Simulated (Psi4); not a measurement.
**WOF4 (SMILES O=[W](F)(F)(F)F): CAM-B3LYP/def2-SVP (core potential)**

Aim: the vertical ionisation energy of WOF4 at CAM-B3LYP/def2-SVP (core potential), from 2 runs. Input form: a Python script.

The calculation is run with Psi4 1.11.

1 further run of the same task is left out (it didn't finish).

## 1. Starting point

WOF4: 6 atoms, total charge 0, spin state singlet. As SMILES, `O=[W](F)(F)(F)F`. The coordinates come from a PBE0-D4/def2-TZVP relaxation.

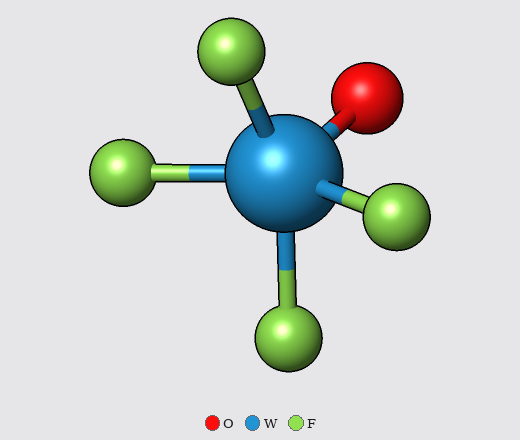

The structure, seen from a chosen angle (oxygen red, tungsten blue, fluorine green).

## 2. A single-point energy at CAM-B3LYP/def2-SVP (core potential)

f4ow.xyz

```xyz
6
F4OW
O     -1.628740    -0.246930    -0.471180
W     -0.040770    -0.006180    -0.011790
F     -0.123740     1.167320     1.412930
F      0.534690     1.440420    -1.006790
F      0.958650    -1.040750    -1.171390
F      0.299900    -1.313890     1.248240
```

run.py

```python
import psi4

psi4.set_memory(1600000000)
psi4.set_num_threads(1)
psi4.core.set_output_file('f4ow.out', False)

with open('f4ow.xyz') as f:
    atoms = ''.join(f.readlines()[2:])
geom = psi4.geometry('0 1\n' + atoms + 'symmetry c1\nno_reorient\nno_com')

options = {'reference': 'rks', 'puream': True, 'e_convergence': 1e-09, 'd_convergence': 1e-08, 'scf_type': 'pk', 'dft_radial_points': 99, 'dft_spherical_points': 590}
psi4.set_options(options)

e, wfn = psi4.energy("cam-b3lyp/def2-SVP", molecule=geom, return_wfn=True)
psi4.oeprop(wfn, "DIPOLE", "QUADRUPOLE", "WIBERG_LOWDIN_INDICES")
print(f'cam-b3lyp/def2-SVP energy: {e:.10f} Eh')
```

The run is started by

```bash
$ python run.py
```

f4ow.out:

```text
[...]
    !!!  WARNING: ECP capability is in beta. Please check occupations closely.  !!!
[...]
  Running in c1 symmetry.
[...]
  Nuclear repulsion =  326.344038875797992
[...]
  Multiplicity = 1
[...]
  Nalpha       = 29
  Nbeta        = 29
[...]
    Number of basis functions: 102
[...]
   @RKS iter   1:  -540.65744038630362   -5.95719e-01   1.32227e-02 ADIIS/DIIS
[...]
   @RKS iter  14:  -541.40767028835842   -2.35332e-11   4.08955e-09 DIIS
[...]
    Orbital Energies [Eh]
    ---------------------
    Doubly Occupied:
       1A    -24.804657     2A    -24.804575     3A    -24.804489
       4A    -24.804483     5A    -19.301650     6A     -3.264766
       7A     -1.913303     8A     -1.908052     9A     -1.908052
      10A     -1.285666    11A     -1.278861    12A     -1.248739
      13A     -1.248732    14A     -1.061689    15A     -0.641968
      16A     -0.625319    17A     -0.623636    18A     -0.612037
      19A     -0.612034    20A     -0.575204    21A     -0.542000
      22A     -0.541997    23A     -0.532038    24A     -0.532037
      25A     -0.528395    26A     -0.509747    27A     -0.502595
      28A     -0.481674    29A     -0.481670
[...]
  @RKS Final Energy:  -541.40767028835842
   => Energetics <=
    Nuclear Repulsion Energy =            326.3440388757979918
    One-Electron Energy =               -1422.3519619669086751
    Two-Electron Energy =                 597.3158332341517962
    DFT Exchange-Correlation Energy =     -42.7155804313995446
    Empirical Dispersion Energy =           0.0000000000000000
    VV10 Nonlocal Energy =                  0.0000000000000000
    Total Energy =                       -541.4076702883583039
[...]
 Multipole Moments:
 ------------------------------------------------------------------------------------
     Multipole            Electronic (a.u.)      Nuclear  (a.u.)        Total (a.u.)
 ------------------------------------------------------------------------------------
 L = 1.  Multiply by 2.5417464519 to convert [e a0] to [Debye]
 Dipole X            :         -2.5377842            2.6924818            0.1546975
 Dipole Y            :         -0.3845907            0.4080675            0.0234768
 Dipole Z            :         -0.7345757            0.7793420            0.0447663
 Magnitude           :                                                    0.1627468
 L = 2.  Multiply by 1.3450342976 to convert [e a0^2] to [Debye ang]
 Quadrupole XX       :       -154.6816179          117.9773257          -36.7042922
 Quadrupole XY       :         13.4699829          -13.1170349            0.3529480
[...]
```

Standard output:

```text
cam-b3lyp/def2-SVP energy: -541.4076702884 Eh
```

Wall time 14 s (1 thread of Intel Xeon 6975P-C (Granite Rapids), shared host); peak memory 0.78 GiB.

## 3. The doublet cation at the same level

job.py

```python
import psi4

psi4.set_memory(1600000000)
psi4.set_num_threads(1)
psi4.core.set_output_file('psi4.out', False)

geom = psi4.geometry("""
1 2
O     -3.07787253    -0.46663007    -0.89040116
W     -0.07704413    -0.01167851    -0.02227987
F     -0.23383471     2.20591510     2.67005073
F      1.01041766     2.72199930    -1.90255737
F      1.81158595    -1.96673246    -2.21360629
F      0.56672886    -2.48289226     2.35883174
units au
symmetry c1
no_reorient
no_com
""")

psi4.set_options({
    'basis': 'def2-SVP',
    'reference': 'uks',
    'puream': True,
    'e_convergence': 1e-09,
    'd_convergence': 1e-08,
    'scf_type': 'pk',
    'dft_radial_points': 99,
    'dft_spherical_points': 590,
    'maxiter': 100,
})

E, wfn = psi4.energy('cam-b3lyp', return_wfn=True)
psi4.oeprop(wfn, 'WIBERG_LOWDIN_INDICES', 'QUADRUPOLE', 'MULLIKEN_CHARGES')
print(f'total energy {E:.8f} hartree = {E * 27.211386:.5f} eV')
```

The run is started by

```bash
$ python job.py
```

psi4.out, shortened:

```text
[...]
  Running in c1 symmetry.
[...]
  Nuclear repulsion =  326.344038974300247
[...]
  Multiplicity = 2
[...]
  Nalpha       = 29
  Nbeta        = 28
[...]
    Number of basis functions: 102
[...]
   @UKS iter   1:  -540.28095880064348   -1.78210e-01   1.13296e-02 ADIIS/DIIS
[...]
   @UKS iter  60:  -540.88864653617475   -1.69393e-11   7.51072e-09 DIIS
[...]
   @S^2 Observed:                7.623134679E-01
[...]
  @UKS Final Energy:  -540.88864653617475
   => Energetics <=
    Nuclear Repulsion Energy =            326.3440389743002470
    One-Electron Energy =               -1406.9119588622322681
    Two-Electron Energy =                 582.1039960776721500
    DFT Exchange-Correlation Energy =     -42.4247227259149469
    Empirical Dispersion Energy =           0.0000000000000000
    VV10 Nonlocal Energy =                  0.0000000000000000
    Total Energy =                       -540.8886465361748606
[...]
 Multipole Moments:
 ------------------------------------------------------------------------------------
     Multipole            Electronic (a.u.)      Nuclear  (a.u.)        Total (a.u.)
 ------------------------------------------------------------------------------------
 L = 1.  Multiply by 2.5417464519 to convert [e a0] to [Debye]
 Dipole X            :         -3.3119243            2.6924818           -0.6194425
 Dipole Y            :         -0.5019629            0.4080674           -0.0938955
 Dipole Z            :         -0.9585268            0.7793418           -0.1791850
 Magnitude           :                                                    0.6516385
 L = 2.  Multiply by 1.3450342976 to convert [e a0^2] to [Debye ang]
 Quadrupole XX       :       -148.6986918          117.9773256          -30.7213662
 Quadrupole XY       :         13.5764546          -13.1170349            0.4594197
[...]
  Mulliken Charges: (a.u.)
   Center  Symbol    Alpha    Beta     Spin     Total
       1     O     4.39499  3.55061  0.84438  0.05441
       2     W     6.08448  6.22264 -0.13815  1.69288
       3     F     4.63006  4.55682  0.07324 -0.18689
       4     F     4.63020  4.55656  0.07364 -0.18675
       5     F     4.63007  4.55682  0.07325 -0.18689
       6     F     4.63020  4.55656  0.07364 -0.18676
   Total alpha = 29.00000, Total beta = 28.00000, Total charge =  1.00000
  Wiberg Bond Indices using Orthogonal Lowdin Orbitals:
[...]
```

The script printed:

```text
total energy -540.88864654 hartree = -14718.32974 eV
```

Wall time 76 s (1 thread of Intel Xeon 6975P-C (Granite Rapids), shared host); peak memory 0.78 GiB.

## 4. Summary of results

At CAM-B3LYP/def2-SVP (core potential):

```
                                          quantity          value
                        singlet WOF4: total energy  -541.40767 Eh
                       singlet WOF4: dipole moment         0.41 D
                         singlet WOF4: HOMO energy      -13.11 eV
                         singlet WOF4: LUMO energy       -2.94 eV
                       singlet WOF4: HOMO–LUMO gap       10.17 eV
                      doublet cation: total energy  -540.88865 Eh
doublet cation: HOMO energy (highest over α and β)      -20.21 eV
 doublet cation: LUMO energy (lowest over α and β)      -15.18 eV
                              doublet cation: ⟨S²⟩          0.762
vertical ionisation energy (to the doublet cation)      14.123 eV
```

Removing an electron at fixed nuclei costs 14.12 eV (1363 kJ/mol). The negative HOMO energy of the first species, 13.11 eV, lies 1.02 eV below that difference. Mulliken charges (doublet cation) run from -0.19 on F3 to +1.69 on W2.
